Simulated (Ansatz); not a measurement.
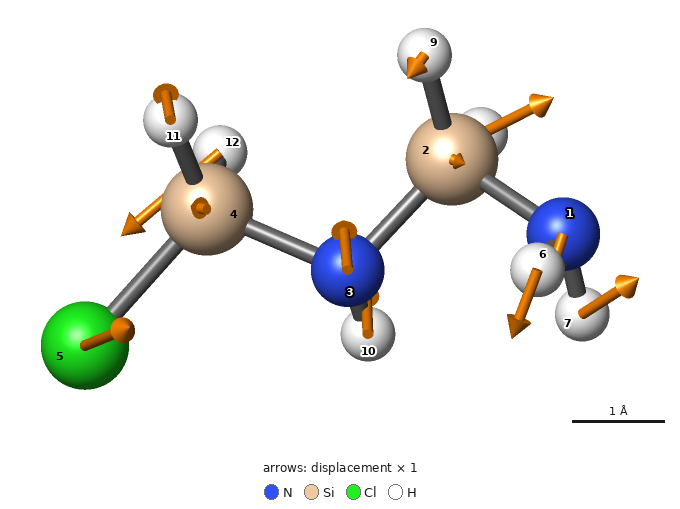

This is a relaxation of Si₂N₂H₇Cl. The starting structure is drawn; orange arrows show the displacements, at their true length. The two geometries are superimposed by the best rigid fit.

Style: ball-and-stick. Shown at a tilt.

The run prepares an end point of a later path (inversion) calculation, from a guessed geometry.

Method: RKS B3LYP-D4/def2-mTZVP (Ansatz 0.2.0). Set-up: no spin polarisation; force threshold 0.015 eV/Å; at most 40 steps.

> What happened in the run?

After 24 geometry steps the energy has fallen by 36.9 kcal/mol. The largest force component goes from 3.6 to 0.011 eV/Å. The Cl atom moves most after the best rigid fit: 1.56 Å. Largest moves by element: Cl 1.56 Å, H 1.43 Å, N 1.05 Å, Si 0.29 Å. Some distances before and after: Si–Si 2.765 → 3.116 Å, Cl–Si 2.021 → 2.100 Å, N–Si 1.648 → 1.720 Å, N–Si 1.673 → 1.745 Å. Bond angles that change, for instance: Si–N–Si 109.2° → 128.5°, N–Si–N 97.7° → 110.6°, Si–N–H 109.0° → 121.3°. Cost: 87 s on 2 threads of Arm Neoverse V2 (shared host), peak memory 0.3 GiB.
